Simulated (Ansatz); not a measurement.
System MoS₂ (space group P6_3/mmc, No. 194); source of the atomic positions: coordinates from a relaxation with Ansatz, DFT, PBE-D3(BJ), plane waves, PAW; the starting structure was generated, so it need not be a known form of this composition.

```xyz
6
Lattice="3.1491 0.0000 0.0000 -1.5746 2.7272 0.0000 0.0000 0.0000 12.0887" Properties=species:S:1:pos:R:3 pbc="T T T"
Mo    0.0000    1.8182    3.0222
Mo    1.5746    0.9091    9.0665
S     1.5746    0.9091    4.5880
S     1.5746    0.9091    1.4563
S     0.0000    1.8182   10.6323
S     0.0000    1.8182    7.5007
```

Describe how the polyhedra about Mo are linked (bonds: Mo–S below 2.7 Å).

Mo: MoS6 trigonal prism, sharing edges with six neighbours.

They form layers of edge-sharing trigonal prisms parallel to (001).

Centre to centre across a shared edge: 3.15 Å.

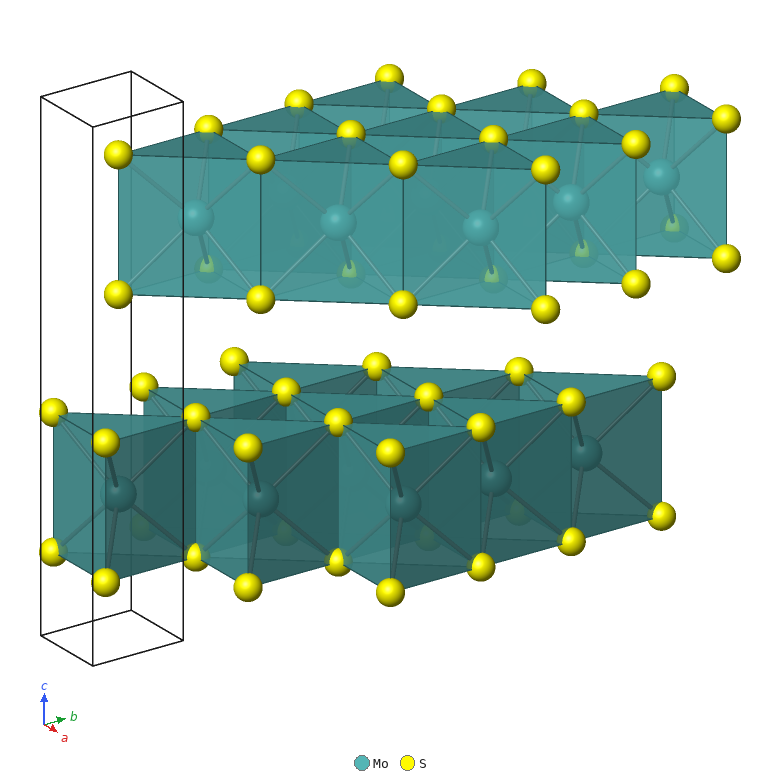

Polyhedra are drawn about Mo (bonds: Mo–S below 2.7 Å); other atoms are plain spheres.
